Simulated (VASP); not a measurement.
Band structure of Be3HgSe4 (ordered alloy cell). Calculation: PBE GGA, VASP's PBE PAW potentials (set 64) (plane waves; VASP 6.6.1).

Unless said otherwise, spin-orbit coupling is left out, though it shifts the bands of the heavy elements here.

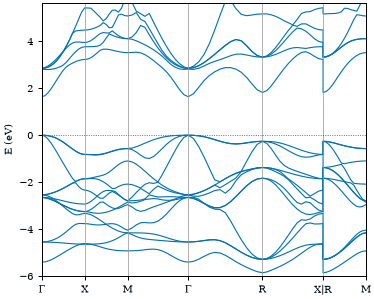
Fig. 1. Bands along high-symmetry lines, zero at the valence-band maximum or, without a gap, the Fermi level

Question: Read the plot: is there a gap, and where are the band edges?

Answer: The gap is direct, 1.64 eV, from the valence maximum at Γ to the conduction minimum at Γ. (Edges off the drawn lines would not show.)

The structure was generated: Be3HgSe4 was put into an ordered model structure (P-43m), which need not be its known phase. It was relaxed first.
